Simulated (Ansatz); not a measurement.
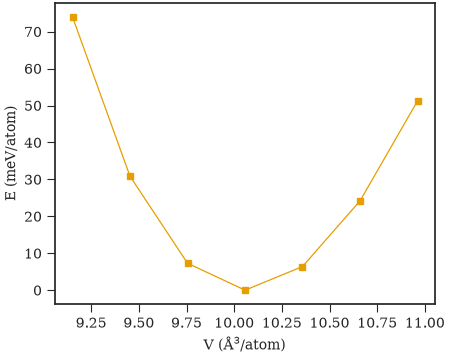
Fig. 1. TiO$_{2}$ (rutile, P4_2/mnm) under volume change, LDA (plane waves, PAW; program Ansatz), shape and atoms relaxed at each volume.

What does a third-order Birch–Murnaghan fit give for V₀, B₀ and B′?

V₀ = 10.06 Å³/atom, B₀ = 239 GPa, B′ = 5.1.

The cell was relaxed with LDA under the symmetry of its start; phonons on a q-mesh show weakly imaginary modes. The run is not spin-polarised.

Potentials: the later of the program's two PAW sets.
